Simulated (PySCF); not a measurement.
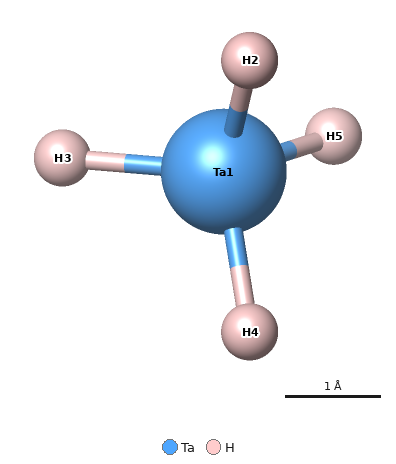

*The structure (ball-and-stick view, seen at a tilt; atoms are numbered from 1 in the order of the input). Sticks mark near contacts.*

# TaH$_{4}$: single-point calculation

System: TaH$_{4}$ (Ta(H)4), multiplicity 2.
Method: UKS PBE, Ta def2-SVP with ECP60, H def2-SVP; non-relativistic Hamiltonian with a scalar-relativistic core potential; density fitting (PySCF 2.14.0).

It belongs to a series of runs on one base structure; here: finer grid at the relaxed geometry.

Log:
```
init E= -59.2866758830492
  HOMO = -0.159566525699  LUMO = -0.137486119241  gap/eV = 0.60084
cycle= 1 E= -59.286675901951  delta_E= -1.89e-08  |g|= 4.3e-05  |ddm|= 0.000532
  HOMO = -0.159582935225  LUMO = -0.1375028302  gap/eV = 0.60083
cycle= 2 E= -59.2866758976373  delta_E= 4.31e-09  |g|= 8.95e-05  |ddm|= 0.000181
  HOMO = -0.159567122531  LUMO = -0.137486740469  gap/eV = 0.60084
cycle= 3 E= -59.2866759035329  delta_E= -5.9e-09  |g|= 4.36e-06  |ddm|= 0.000123
  HOMO = -0.159569223545  LUMO = -0.137487542322  gap/eV = 0.60087
cycle= 4 E= -59.2866759035521  delta_E= -1.92e-11  |g|= 7.37e-07  |ddm|= 8.92e-06
  HOMO = -0.159568790741  LUMO = -0.137487151552  gap/eV = 0.60087
Extra cycle  E= -59.286675903553  delta_E= -9.24e-13  |g|= 5.01e-07  |ddm|= 3.03e-06
converged SCF energy = -59.286675903553  <S^2> = 0.75413727  2S+1 = 2.004133
```

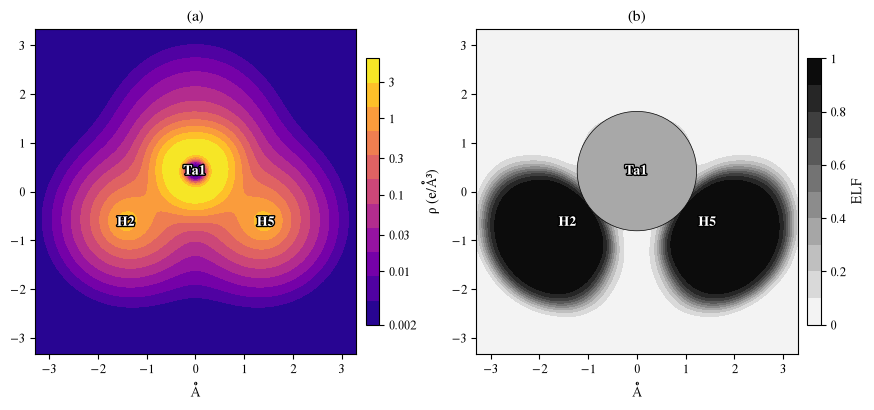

*(a) electron density; (b) electron localisation function on the plane of atoms H2, Ta1 and H5. Grey discs, where drawn, cover atomic cores.*

The section cuts through Ta and H sites.

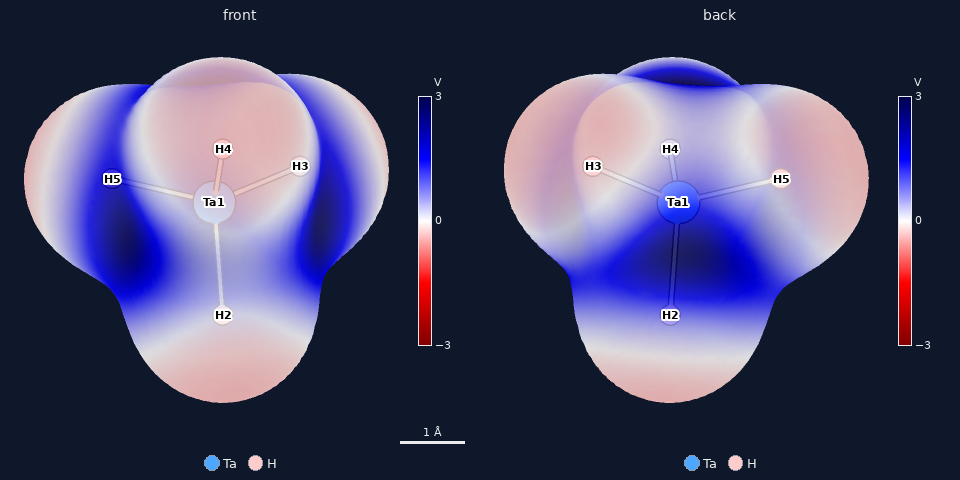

*The electrostatic potential painted on the density surface at 0.002 e/bohr³, seen at a tilt and from behind; red is negative and blue positive.*

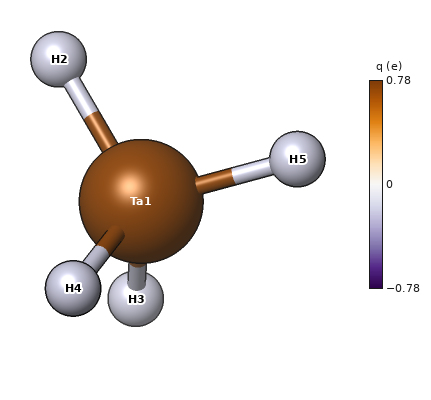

*Mulliken charges, as the colour of each atom (ball-and-stick view, seen at a tilt; atoms are numbered from 1 in the order of the input; Mulliken charges depend strongly on the basis).*

By element: Ta +0.74 and H −0.19 e.

The run was set up as follows.

Input:
```python
mol = gto.M(atom='''
Ta    -0.00000    -0.00000    -0.00000
H      1.48601    -0.00000     0.97582
H      0.00000     1.48601    -0.97582
H     -1.48601     0.00000     0.97582
H     -0.00000    -1.48601    -0.97582''',
    basis={'Ta': 'def2-SVP', 'H': 'def2-SVP'},
    ecp={'Ta': 'def2-SVP'},
    charge=0, spin=1)
mf = dft.UKS(mol, xc='PBE')
mf.grids.atom_grid = (75, 302)  # f atoms: at least (60, 302), unpruned
mf = mf.density_fit()  # Ta def2-universal-JKFIT, H def2-universal-JKFIT
mf.conv_tol = 1e-09; mf.max_cycle = 55
mf.kernel(dm0)
```

The script is an equivalent of the set-up of the self-consistent field. The run itself was carried out by a driver, which started from the orbitals of the step before it where there was one and computed the further properties.

Launched with:
```bash
OMP_NUM_THREADS=2 python <driver script>
```

Results in brief:

- outcome: converged
- total energy: −59.286676 hartree
- ⟨S²⟩: 0.754
- largest force (length of the vector): 0.004 eV/Å
- dipole moment: 0.00 D
- hardware: 2 threads of Arm Neoverse V1, 24 GiB of memory available, shared host
- wall time: 4.2 s (CPU time 8.3 s)
- peak memory: 0.65 GiB
